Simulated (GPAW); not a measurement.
## CH₃AlO: excited-state calculation

System: CH₃AlO (Al(CO)H3).
Method: TDDFT (RPBE)/real-space grid, scalar-relativistic datasets (GPAW 26.7.0).

The geometry comes from this level: GFN2-xTB.

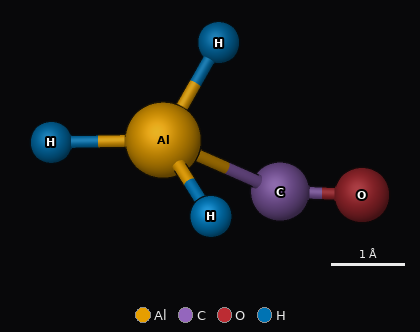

The structure as given in the input (ball-and-stick view, seen at a tilt). Sticks mark near contacts.

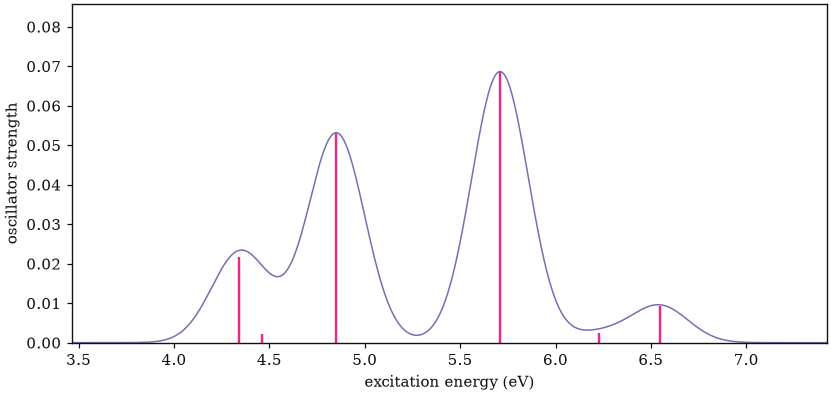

Computed excitations as sticks (degenerate states added up, dark ones marked on the axis), with a Gaussian envelope of 0.35 eV full width at half maximum, scaled to the tallest. Of the 6 states the lowest lies at 4.34 eV (f = 0.022); the strongest line is at 5.71 eV, or 217 nm (f = 0.069).

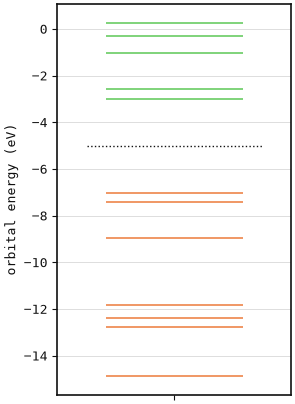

Orbital energies near the frontier; the dotted line parts filled from empty levels, and levels within 0.02 eV of each other stand side by side. Highest filled −7.03 eV, lowest empty −3.02 eV, 4.01 eV apart.

The input and output of the run follow.

### The input (lr.py)
```python
from ase.io import read
from ase.units import Hartree
from gpaw import GPAW
from gpaw.lrtddft import LrTDDFT

molecule = read('ch3alo.xyz')
molecule.set_cell([14.0, 14.0, 14.0])
molecule.center()

gpaw_calc = GPAW(mode='fd',
                 h=0.2,
                 xc='RPBE',
                 nbands=19,
                 convergence={'bands': 14, 'eigenstates': 1e-06},
                 maxiter=150,
                 symmetry='off',
                 legacy_gpaw=True,
                 txt='-')
molecule.calc = gpaw_calc
molecule.get_potential_energy()

lr = LrTDDFT(gpaw_calc, restrict={'jend': 13, 'istart': 5}, txt='lr.txt')
lr.diagonalize()
energies = [x.get_energy() * Hartree for x in lr][:6]
strengths = [x.get_oscillator_strength()[0] for x in lr][:6]
for n, (e, f) in enumerate(zip(energies, strengths), 1):
    print(f'{n:3d} {e:8.3f} eV  f = {f:.4f}')
```

### File ch3alo.xyz
```
6

Al    -0.199510    -0.012510    -0.765670
C      0.178800     0.454460     1.239830
O      0.582630    -0.003390     2.185370
H      1.364860    -0.193790    -0.688020
H     -0.782320     0.784950    -1.953560
H     -1.144460    -1.029730    -0.017950
```

Command:
```bash
python lr.py
```

### What the program printed
```
___ ___ ___ _ _ _
 |   |   |_  | | | |
 | | | | | . | | | |
 |__ |  _|___|_____|  26.7.0
 |___|_|

units:  Angstrom and eV
cores:  1
OpenMP: False

Versions:
  Python: 3.12.14
  ASE:    3.29.0
  Numpy:  2.5.5
  Scipy:  1.18.1
  Libxc:  7.0.0

        _gpaw.cpython-312-aarch64-linux-gnu.so

Input parameters:
  convergence: {bands: 14,
                eigenstates: 1e-06}
  h: 0.2
  maxiter: 150
  mode: fd
  nbands: 19
  symmetry: off
  xc: RPBE

System changes: positions, numbers, cell, pbc, initial_charges, initial_magmoms

Initialize ...

species:
  Al:
    name:    Aluminium
    Z:       13.0
    valence: 3
    core:    10
    charge:  0.0  # [|e|]
    file:    Al.RPBE.gz
    compensation charges:
      type: gauss
      rc: 0.34  # [Å]
      lmax: 2
    cutoffs:
      filter: 1.91  # [Å]
      core: 2.36  # [Å]
    projectors
    | kind |    occ | energy [eV] | rcut [Å] |
    |------|--------|-------------|----------|
    |   3s |  2.000 |      -7.732 |    1.085 |
    |   3p |  1.000 |      -2.717 |    1.085 |
    |    s |        |      19.479 |    1.085 |
    |    p |        |      24.495 |    1.085 |
    |    d |        |       0.000 |    1.085 |

    Using partial waves for Al as LCAO basis

  C:
    name:    Carbon
    Z:       6.0
    valence: 4
    core:    2
    charge:  0.0  # [|e|]
    file:    C.RPBE.gz
    compensation charges:
      type: gauss
      rc: 0.20  # [Å]
      lmax: 2
    cutoffs:
      filter: 1.14  # [Å]
      core: 1.14  # [Å]
    projectors
    | kind |    occ | energy [eV] | rcut [Å] |
    |------|--------|-------------|----------|
    |   2s |  2.000 |     -13.815 |    0.635 |
    |   2p |  2.000 |      -5.254 |    0.635 |
    |    s |        |      13.396 |    0.635 |
    |    p |        |      21.957 |    0.635 |
    |    d |        |       0.000 |    0.635 |

    Using partial waves for C as LCAO basis

  O:
    name:    Oxygen
    Z:       8.0
    valence: 6
    core:    2
    charge:  0.0  # [|e|]
    file:    O.RPBE.gz
    compensation charges:
      type: gauss
      rc: 0.21  # [Å]
      lmax: 2
    cutoffs:
      filter: 1.17  # [Å]
      core: 0.83  # [Å]
    projectors
    | kind |    occ | energy [eV] | rcut [Å] |
    |------|--------|-------------|----------|
    |   2s |  2.000 |     -24.041 |    0.688 |
    |   2p |  4.000 |      -8.984 |    0.598 |
    |    s |        |       3.170 |    0.688 |
    |    p |        |      18.228 |    0.598 |
    |    d |        |       0.000 |    0.619 |

    Using partial waves for O as LCAO basis

  H:
    name:    Hydrogen
    Z:       1.0
    valence: 1
    core:    0
    charge:  0.0  # [|e|]
    file:    H.RPBE.gz
    compensation charges:
      type: gauss
      rc: 0.15  # [Å]
      lmax: 2
    cutoffs:
      filter: 0.85  # [Å]
      core: 0.53  # [Å]
    projectors
    | kind |    occ | energy [eV] | rcut [Å] |
    |------|--------|-------------|----------|
    |   1s |  1.000 |      -6.572 |    0.476 |
    |    s |        |      20.639 |    0.476 |
    |    p |        |       0.000 |    0.476 |

    Using partial waves for H as LCAO basis

Reference energy: -9716.960661  # eV

Spin-paired calculation

Convergence criteria:
 Maximum [total energy] change in last 3 cyles: 0.0005 eV / valence electron
 Maximum integral of absolute [dens]ity change: 0.0001 electrons / valence electron
 Maximum integral of absolute [eigenst]ate change: 1e-06 eV^2 / valence electron
 Maximum number of scf [iter]ations: 150
 (Square brackets indicate name in SCF output, whereas a 'c' in
 the SCF output indicates the quantity has converged.)

Symmetries present (total): 1

  ( 1  0  0)
  ( 0  1  0)
  ( 0  0  1)

1 k-point (Gamma)
1 k-point in the irreducible part of the Brillouin zone
       k-points in crystal coordinates                weights
   0:     0.00000000    0.00000000    0.00000000          1/1

Wave functions: Uniform real-space grid
  Kinetic energy operator: 6*3+1=19 point O(h^6) finite-difference Laplacian
  ScaLapack parameters: grid=1x1, blocksize=None
  Wavefunction extrapolation:
    Improved wavefunction reuse through dual PAW basis

Occupation numbers: # Zero width

Eigensolver
   Davidson(niter=2)

Densities:
  Coarse grid: 68*68*68 grid
  Fine grid: 136*136*136 grid
  Total Charge: 0.000000

Density mixing:
  Method: separate
  Backend: msr1
  Linear mixing parameter: 0.05
  old densities: 10
  Width of damping distribution: 1.1
  Damping of long wavelength oscillations: 1  # (no daming)

Hamiltonian:
  XC and Coulomb potentials evaluated on a 136*136*136 grid
  Using the RPBE Exchange-Correlation functional
  Interpolation: tri-quintic (5. degree polynomial)
  Poisson solver: FastPoissonSolver using
    Stencil: 6*3+1=19 point O(h^6) finite-difference Laplacian
    FFT axes: []
    FST axes: [np.int64(0), np.int64(1), np.int64(2)]

XC parameters: RPBE with 2 nearest neighbor stencil

Memory estimate:
  Process memory now: 365.45 MiB
  Calculator: 250.85 MiB
    Density: 111.46 MiB
      Arrays: 60.90 MiB
      Localized functions: 4.66 MiB
      Mixer: 45.89 MiB
    Hamiltonian: 40.18 MiB
      Arrays: 39.84 MiB
      XC: 0.00 MiB
      Poisson: 0.00 MiB
      vbar: 0.35 MiB
    Wavefunctions: 99.21 MiB
      Arrays psit_nG: 43.60 MiB
      Eigensolver: 55.10 MiB
      Projections: 0.01 MiB
      Projectors: 0.51 MiB

Total number of cores used: 1

Number of atoms: 6
Number of atomic orbitals: 15
Number of bands in calculation: 19
Number of valence electrons: 16
Bands to converge: 14

... initialized

Initializing position-dependent things.

Density initialized from atomic densities
Creating initial wave functions:
  15 bands from LCAO basis set
  4 bands from random numbers

          .---------------------------------.
         /|                                 |
        / |                                 |
       /  |                                 |
      /   |                                 |
     /    |                                 |
    /     |                                 |
   /      |                                 |
  /       |                                 |
 *        |                                 |
 |        |             O                   |
 |        |            C                    |
 |        |                                 |
 |        |                                 |
 |        |        H  Al  H                 |
 |        |          H                      |
 |        |                                 |
 |        .---------------------------------.
 |       /                                 /
 |      /                                 /
 |     /                                 /
 |    /                                 /
 |   /                                 /
 |  /                                 /
 | /                                 /
 |/                                 /
 *---------------------------------*

Atomic positions and initial magnetic moments

Positions:
   0 Al     6.690290    7.109880    6.118425    ( 0.0000,  0.0000,  0.0000)
   1 C      7.068600    7.576850    8.123925    ( 0.0000,  0.0000,  0.0000)
   2 O      7.472430    7.119000    9.069465    ( 0.0000,  0.0000,  0.0000)
   3 H      8.254660    6.928600    6.196075    ( 0.0000,  0.0000,  0.0000)
   4 H      6.107480    7.907340    4.930535    ( 0.0000,  0.0000,  0.0000)
   5 H      5.745340    6.092660    6.866145    ( 0.0000,  0.0000,  0.0000)

Unit cell:
           periodic     x           y           z      points  spacing
  1. axis:    no    14.000000    0.000000    0.000000    68     0.2059
  2. axis:    no     0.000000   14.000000    0.000000    68     0.2059
  3. axis:    no     0.000000    0.000000   14.000000    68     0.2059

  Lengths:  14.000000  14.000000  14.000000
  Angles:   90.000000  90.000000  90.000000

Effective grid spacing dv^(1/3) = 0.2059

iter:   1 00:00:03   -29.183353   +1.78
iter:   2 00:00:04   -29.046531   +1.21  -0.65
iter:   3 00:00:06   -27.380831   +1.54  -0.68
iter:   4 00:00:08   -27.346435   +1.35  -1.23
iter:   5 00:00:09   -27.254465   +0.93  -1.47
iter:   6 00:00:11   -27.255374   +0.70  -1.78
iter:   7 00:00:12   -27.255029c  +0.51  -2.27
iter:   8 00:00:14   -27.254988c  +0.29  -2.61
iter:   9 00:00:16   -27.255001c  +0.08  -3.06
iter:  10 00:00:17   -27.255008c  -0.11  -3.41
iter:  11 00:00:19   -27.255002c  -0.31  -3.53
iter:  12 00:00:21   -27.255003c  -0.46  -3.99
iter:  13 00:00:22   -27.255004c  -0.69  -4.29c
iter:  14 00:00:24   -27.255004c  -0.84  -4.53c
iter:  15 00:00:26   -27.255004c  -0.98  -4.66c
iter:  16 00:00:27   -27.255004c  -1.15  -4.84c
iter:  17 00:00:29   -27.255004c  -1.38  -5.27c
iter:  18 00:00:31   -27.255004c  -1.53  -5.53c
iter:  19 00:00:32   -27.255004c  -1.69  -5.91c
iter:  20 00:00:34   -27.255004c  -1.81  -5.81c
iter:  21 00:00:36   -27.255004c  -1.98  -6.49c
iter:  22 00:00:37   -27.255004c  -2.10  -6.70c
iter:  23 00:00:39   -27.255004c  -2.21  -6.87c
iter:  24 00:00:41   -27.255004c  -2.36  -7.03c
iter:  25 00:00:42   -27.255004c  -2.53  -7.22c
iter:  26 00:00:44   -27.255004c  -2.62  -7.49c
iter:  27 00:00:46   -27.255004c  -2.75  -7.98c
iter:  28 00:00:47   -27.255004c  -2.88  -7.90c
iter:  29 00:00:49   -27.255004c  -3.02  -7.79c
iter:  30 00:00:51   -27.255004c  -3.12  -8.26c
iter:  31 00:00:52   -27.255004c  -3.23  -8.71c
iter:  32 00:00:54   -27.255004c  -3.33  -8.63c
iter:  33 00:00:56   -27.255004c  -3.40  -8.62c
iter:  34 00:00:57   -27.255004c  -3.53  -8.67c
iter:  35 00:00:59   -27.255004c  -3.65  -8.59c
iter:  36 00:01:00   -27.255004c  -3.78  -8.98c
iter:  37 00:01:02   -27.255004c  -3.84  -8.84c
iter:  38 00:01:04   -27.255004c  -3.98  -9.31c
iter:  39 00:01:05   -27.255004c  -4.00  -9.41c
iter:  40 00:01:07   -27.255004c  -4.04  -9.92c
iter:  41 00:01:09   -27.255004c  -4.20  -10.05c
iter:  42 00:01:10   -27.255004c  -4.31  -10.16c
iter:  43 00:01:12   -27.255004c  -4.38  -10.65c
iter:  44 00:01:13   -27.255004c  -4.45  -10.79c
iter:  45 00:01:15   -27.255004c  -4.55  -11.51c
iter:  46 00:01:17   -27.255004c  -4.63  -11.70c
iter:  47 00:01:18   -27.255004c  -4.77  -12.06c
iter:  48 00:01:20   -27.255004c  -4.84  -12.39c
iter:  49 00:01:22   -27.255004c  -4.85  -12.43c
iter:  50 00:01:23   -27.255004c  -4.96  -12.62c
iter:  51 00:01:25   -27.255004c  -5.09  -12.57c
iter:  52 00:01:26   -27.255004c  -5.18  -12.54c
iter:  53 00:01:28   -27.255004c  -5.21  -12.58c
iter:  54 00:01:30   -27.255004c  -5.33  -12.54c
iter:  55 00:01:31   -27.255004c  -5.37  -12.58c
iter:  56 00:01:33   -27.255004c  -5.48  -12.71c
iter:  57 00:01:35   -27.255004c  -5.59  -12.64c
iter:  58 00:01:36   -27.255004c  -5.69  -13.08c
iter:  59 00:01:38   -27.255004c  -5.72  -13.15c
iter:  60 00:01:39   -27.255004c  -5.86  -12.98c
iter:  61 00:01:41   -27.255004c  -5.78  -13.11c
iter:  62 00:01:43   -27.255004c  -5.77  -13.51c
iter:  63 00:01:44   -27.255004c  -6.10c -13.77c

Converged after 63 iterations.

Dipole moment: (0.017748, 0.131581, 0.231294) |e|*Ang

Energy contributions relative to reference atoms: (reference = -9716.960661)

Kinetic:        +39.534892
Potential:      -42.844056
External:        +0.000000
XC:             -24.742132
Entropy (-ST):   +0.000000
Local:           +0.796291
SIC:             +0.000000
--------------------------
Free energy:    -27.255004
Extrapolated:   -27.255004

 Band  Eigenvalues  Occupancy
    0    -29.90984    2.00000
    1    -14.88036    2.00000
    2    -12.76730    2.00000
    3    -12.39577    2.00000
    4    -11.80679    2.00000
    5     -8.97618    2.00000
    6     -7.40368    2.00000
    7     -7.02604    2.00000
    8     -3.02092    0.00000
    9     -2.58627    0.00000
   10     -1.03335    0.00000
   11     -0.28735    0.00000
   12      0.27248    0.00000
   13      0.34187    0.00000
   14      0.55025    0.00000
   15      0.63242    0.00000
   16      0.73679    0.00000
   17      0.85838    0.00000
   18      1.23110    0.00000

Fermi level: -5.02348

Gap: 4.005 eV
Transition (v -> c):
  (s=0, k=0, n=7, [0.00, 0.00, 0.00]) -> (s=0, k=0, n=8, [0.00, 0.00, 0.00])
No difference between direct/indirect transitions
  1    4.342 eV  f = 0.0217
  2    4.464 eV  f = 0.0021
  3    4.851 eV  f = 0.0530
  4    5.709 eV  f = 0.0687
  5    6.228 eV  f = 0.0024
  6    6.546 eV  f = 0.0094
```

### File lr.txt
```
Kohn-Sham single transitions

KSS 18 transitions (restrict={'jend': 13, 'istart': 5})
KSS TRK sum 2.08389 (1.75791,1.43988,3.05389)
KSS polarisabilities(l=0-3) 2.08389, 45.9602, 1305.77, 44823.5

Linear response TDDFT calculation

RPA 18 transitions
RPA kss[0]= # <KSSingle> 5->8 0(0) eji=5.95526[eV] (-0.0385547,0.382166,0.337188)
RPA estimated time left 6s
RPA kss[1]= # <KSSingle> 5->9 0(0) eji=6.38991[eV] (-0.383003,-0.128423,0.10135)
RPA estimated time left 6s
RPA kss[2]= # <KSSingle> 5->10 0(0) eji=7.94283[eV] (0.0301044,0.425656,0.642708)
RPA estimated time left 5s
RPA kss[3]= # <KSSingle> 5->11 0(0) eji=8.68883[eV] (-0.0937499,0.130333,-0.188451)
RPA estimated time left 5s
RPA kss[4]= # <KSSingle> 5->12 0(0) eji=9.24866[eV] (0.286445,0.0962968,-0.077604)
RPA estimated time left 4s
RPA kss[5]= # <KSSingle> 5->13 0(0) eji=9.31805[eV] (0.00832852,-0.0591056,-0.0773186)
RPA estimated time left 4s
RPA kss[6]= # <KSSingle> 6->8 0(0) eji=4.38277[eV] (-0.338613,-0.112502,0.0914259)
RPA estimated time left 4s
RPA kss[7]= # <KSSingle> 6->9 0(0) eji=4.81741[eV] (0.0565295,0.285585,0.566742)
RPA estimated time left 3s
RPA kss[8]= # <KSSingle> 6->10 0(0) eji=6.37034[eV] (0.406043,0.135811,-0.108895)
RPA estimated time left 3s
RPA kss[9]= # <KSSingle> 6->11 0(0) eji=7.11633[eV] (0.248886,0.0827984,-0.0659881)
RPA estimated time left 2s
RPA kss[10]= # <KSSingle> 6->12 0(0) eji=7.67616[eV] (-0.170839,0.300483,-0.261957)
RPA estimated time left 2s
RPA kss[11]= # <KSSingle> 6->13 0(0) eji=7.74555[eV] (0.197919,0.0762062,-0.0596563)
RPA estimated time left 2s
RPA kss[12]= # <KSSingle> 7->8 0(0) eji=4.00512[eV] (0.0784549,0.200617,0.546331)
RPA estimated time left 1s
RPA kss[13]= # <KSSingle> 7->9 0(0) eji=4.43976[eV] (-0.258553,-0.0868025,0.0672124)
RPA estimated time left 1s
RPA kss[14]= # <KSSingle> 7->10 0(0) eji=5.99269[eV] (-0.00330157,-0.0430566,-0.0620478)
RPA estimated time left 1s
RPA kss[15]= # <KSSingle> 7->11 0(0) eji=6.73868[eV] (0.209602,-0.263692,0.456499)
RPA estimated time left 1s
RPA kss[16]= # <KSSingle> 7->12 0(0) eji=7.29851[eV] (-0.33007,-0.100617,0.08529)
RPA estimated time left 0s
RPA kss[17]= # <KSSingle> 7->13 0(0) eji=7.3679[eV] (-0.00614801,-0.0394436,-0.0439209)
XC 18 transitions
XC kss[0]
XC estimated time left 18s
XC kss[1]
XC estimated time left 17s
XC kss[2]
XC estimated time left 16s
XC kss[3]
XC estimated time left 15s
XC kss[4]
XC estimated time left 14s
XC kss[5]
XC estimated time left 13s
XC kss[6]
XC estimated time left 12s
XC kss[7]
XC estimated time left 10s
XC kss[8]
XC estimated time left 9s
XC kss[9]
XC estimated time left 8s
XC kss[10]
XC estimated time left 7s
XC kss[11]
XC estimated time left 6s
XC kss[12]
XC estimated time left 5s
XC kss[13]
XC estimated time left 4s
XC kss[14]
XC estimated time left 3s
XC kss[15]
XC estimated time left 2s
XC kss[16]
XC estimated time left 1s
XC kss[17]
# diagonalize: 18 transitions original
# diagonalize: 18 transitions now
LrTDDFT digonalized:
  <LrTDDFTExcitation> om=4.34181[eV] |me|=0.180584 (-0.21,-0.16,-0.97)
  <LrTDDFTExcitation> om=4.46363[eV] |me|=0.0559416 (-0.91,-0.30,0.27)
  <LrTDDFTExcitation> om=4.85096[eV] |me|=0.282061 (-0.92,-0.31,0.25)
  <LrTDDFTExcitation> om=5.7092[eV] |me|=0.320905 (0.19,0.20,0.96)
  <LrTDDFTExcitation> om=6.22756[eV] |me|=0.0601112 (-0.01,0.65,0.76)
  <LrTDDFTExcitation> om=6.54634[eV] |me|=0.118482 (0.92,0.31,-0.25)
  <LrTDDFTExcitation> om=6.79816[eV] |me|=0.451136 (-0.24,0.93,0.30)
  <LrTDDFTExcitation> om=7.02124[eV] |me|=0.271626 (0.81,0.31,-0.50)
  <LrTDDFTExcitation> om=7.02767[eV] |me|=0.688017 (0.29,0.01,0.96)
  <LrTDDFTExcitation> om=7.17845[eV] |me|=0.303582 (-0.92,-0.31,0.24)
  <LrTDDFTExcitation> om=7.51646[eV] |me|=0.0776315 (0.43,-0.46,0.78)
  <LrTDDFTExcitation> om=7.73412[eV] |me|=0.402484 (-0.92,-0.30,0.24)
  <LrTDDFTExcitation> om=7.91222[eV] |me|=0.634918 (0.92,0.31,-0.24)
  <LrTDDFTExcitation> om=8.13493[eV] |me|=0.437588 (0.33,-0.94,0.05)
  <LrTDDFTExcitation> om=8.83466[eV] |me|=0.950779 (-0.15,-0.32,-0.94)
  <LrTDDFTExcitation> om=8.98684[eV] |me|=0.516905 (0.13,-0.84,-0.53)
  <LrTDDFTExcitation> om=9.41111[eV] |me|=0.325284 (0.91,0.29,-0.29)
  <LrTDDFTExcitation> om=9.56194[eV] |me|=0.086423 (-0.31,0.22,-0.93)
Timing:          incl.     excl.
---------------------------------------
diagonalize:     0.001     0.000   0.0% |
 build:          0.000     0.000   0.0% |
 clean:          0.000     0.000   0.0% |
 omega:          0.001     0.001   0.0% |
Other:          28.623    28.623 100.0% |---------------------------------------|
---------------------------------------
Total:                    28.624 100.0%

Memory usage: 780.63 MiB
```

### Results in brief

| quantity | value |
| --- | --- |
| outcome | converged |
| energy relative to the program's reference atoms | −27.2550 eV |
| HOMO | −7.03 eV |
| LUMO | −3.02 eV |
| dipole moment | 1.28 D |
| lowest excitation | 4.34 eV |
| hardware | 1 thread of Arm Neoverse V1, 24 GiB of memory available, shared host |
| wall time | 2.2 min |
| peak memory | 0.76 GiB |
